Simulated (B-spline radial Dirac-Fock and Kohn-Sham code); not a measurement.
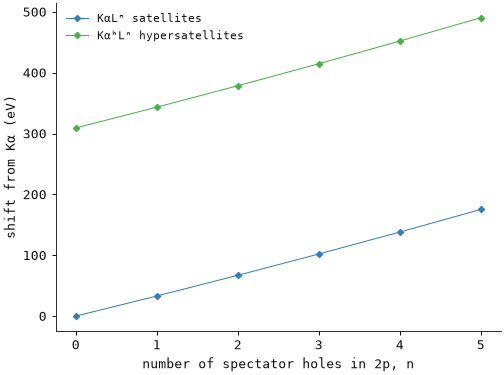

Shifts of Kα satellites and hypersatellites with the number of spectator holes in 2p, counted from the Kα line without spectators. It refers to copper in charge state +2 (Cu²⁺) in the configuration [Ar] 3d9, inside a Watson sphere of charge −2 and radius 2.7 Å that stands in for a crystal. Method: Dirac–Fock ΔSCF (average of configuration, Fermi nucleus, Breit and QED terms, no correlation) (computed with a B-spline radial atomic code).

Question: How far above Kα is the hypersatellite?

Answer: 309 eV as an average over the ¹P and ³P final terms; Kα itself is at 8.0401 keV.

Question: What does the first 2p spectator hole do to the line, and why?

Answer: It shifts it up by 33.0 eV: the missing electron screens the nucleus less, and the 1s binding energy rises more than the 2p one.
